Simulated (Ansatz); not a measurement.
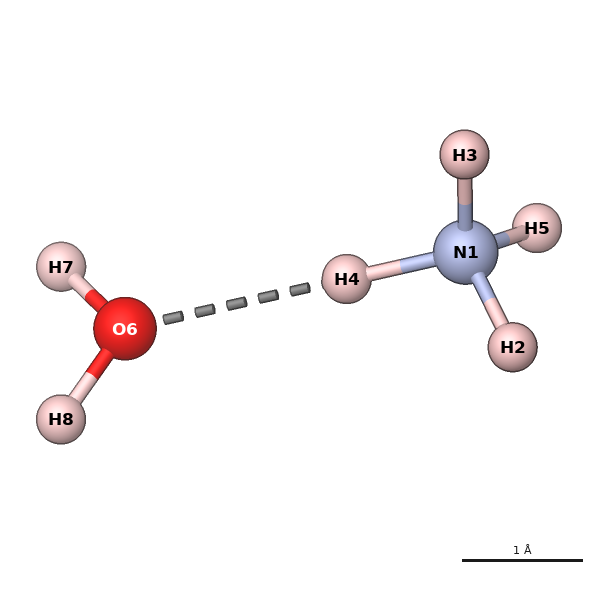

Two molecules or ions; the broken line marks their closest contact (measured against van der Waals radii). State: charge +1, singlet. Geometry: a pair of rigid molecules at a changed separation. Program: Ansatz 0.2.0.

Q: Which two species are they?

A: NH4 and H2O (`O.[NH4+]`).

Q: How long is the contact?

A: H4···O6 is 1.99 Å.

Give the counterpoise-corrected interaction energy (kJ/mol, monomers kept as in the pair) with RHF-CCSD(T) (frozen core)/def2-TZVPPD; B3LYP-D4/def2-TZVPPD; PBE-D4/def2-TZVPPD; r2SCAN-D4/def2-TZVPPD.

```csv
level,interaction energy (kJ/mol)
RHF-CCSD(T) (frozen core)/def2-TZVPPD,−76.2
B3LYP-D4/def2-TZVPPD,−80.4
PBE-D4/def2-TZVPPD,−80.8
r2SCAN-D4/def2-TZVPPD,−79.2
```
